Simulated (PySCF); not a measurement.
Input file:

```
{"job": {"kind": "uv", "xc": "PBE0", "basis": "def2-SVPD", "nstates": 8, "ntriplets": 3}, "charge": 0, "multiplicity": 1}
C     -1.447684     1.239728    -0.370689
C     -2.221875    -0.070471    -0.392891
C     -1.303510    -1.278920    -0.539764
As     0.035205    -1.412608     0.937345
Si     1.894923    -0.497396    -0.149671
C      2.436514     1.101734     0.731440
H     -2.126098     2.089439    -0.325661
H     -0.797583     1.271449     0.506706
H     -0.831130     1.335444    -1.262702
H     -2.792280    -0.163210     0.537156
H     -2.939697    -0.055116    -1.219203
H     -0.799149    -1.250892    -1.509948
H     -1.910551    -2.189994    -0.514097
H      0.457165    -2.804629     0.539314
H      1.643843    -0.180292    -1.570871
H      3.046902    -1.417378    -0.140958
H      1.687383     1.883825     0.640505
H      2.594642     0.921034     1.792381
H      3.363178     1.487504     0.319312
```

Launched as:

```sh
OMP_NUM_THREADS=1 python probes_run.py task.json out
```

Geometry: GFN2-xTB.

Level of theory: PBE0/def2-SVPD, SCF density, gas phase (PySCF 2.14.0).

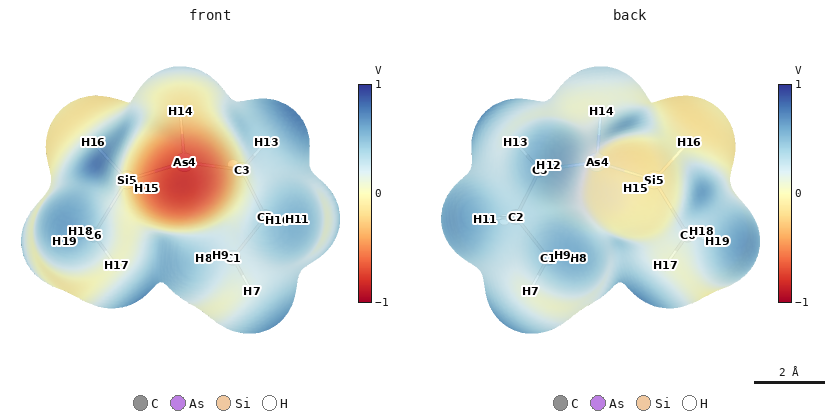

C$_{4}$H$_{13}$AsSi (SMILES CCC[AsH][SiH2]C). The electrostatic potential painted on the density surface at 0.002 e/bohr³, seen from the front and from behind; red is negative and blue positive.

### Describe the electrostatic potential map.

The most negative region (about −0.8 V) lies over As4, the most positive (about +0.7 V) over Si5 and H13.
